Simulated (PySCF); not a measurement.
# C4H7FO2Si: the cost of one run

Programs: PySCF 2.14.0, with density-fitted response routines of our own. Each step states its level of theory. These are calculated values for one molecule in the gas phase, unless marked as measured. Atoms count from 0, in the outputs and in this text.

## (1) Starting geometry

15 atoms, charge 0, multiplicity 1; geometry from: GFN2-xTB.

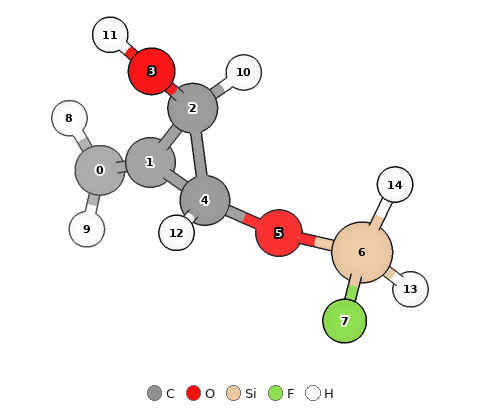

As it starts; carbon grey, oxygen red, silicon light orange, fluorine green, hydrogen white, atoms numbered; sticks join atoms by distance.

## (2) TDDFT and polarisability: wB97X-D/def2-SVPD

What the job is given:

```
{"job": {"kind": "uv", "xc": "wB97X-D", "basis": "def2-SVPD", "nstates": 8, "ntriplets": 3}, "charge": 0, "multiplicity": 1}
C     -2.128728    -1.427754    -0.473746
C     -1.245693    -0.532486    -0.112129
C     -0.870153     0.890216     0.009980
O     -1.438821     1.721720     0.971339
C      0.065265    -0.214282     0.471787
O      1.216372    -0.473410    -0.248432
Si     2.706680     0.129954    -0.149313
F      3.342907    -0.241924     1.282295
H     -3.085662    -1.146290    -0.885364
H     -1.932376    -2.483650    -0.380723
H     -0.590510     1.398955    -0.913311
H     -2.387025     1.798578     0.813272
H      0.177509    -0.332219     1.546078
H      3.374190    -0.658775    -1.158420
H      2.791633     1.579358    -0.183780
```

Level: TDDFT wB97X-D/def2-SVPD, vertical, gas phase, core orbitals frozen in the response.

Launch:

```bash
OMP_NUM_THREADS=1 python probes_run.py task.json out
```

One launch serves the whole session: the jobs run in the order shown.

Q: Estimate the wall time and peak memory of this job on 1 thread of Arm Neoverse N1, shared host.

About 99 s, with a peak of 0.96 GiB.
